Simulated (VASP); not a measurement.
Shape and ions are relaxed at each volume.

Energy against volume of AlN (wurtzite). Calculation: SCAN meta-GGA, VASP's PBE PAW potentials (set 64) (plane waves; VASP).

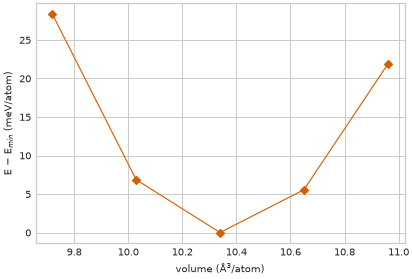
Figure. Energy against volume

Problem. Estimate the equilibrium volume and the bulk modulus.

Solution. The minimum lies near 10.3 Å³/atom, and the curvature gives B0 of about 210 GPa.

Measured: bulk modulus 208 GPa (computed value off by +2.8 %), as given by J. Phys. Chem. B 108, 11506, doi 10.1021/jp048396e, abstract (bulk AlN value quoted). The calculation is for a static lattice, while the measured bulk modulus holds thermal and zero-point effects, which are part of the difference.

The compound is AlN in the wurtzite structure. It was relaxed first.
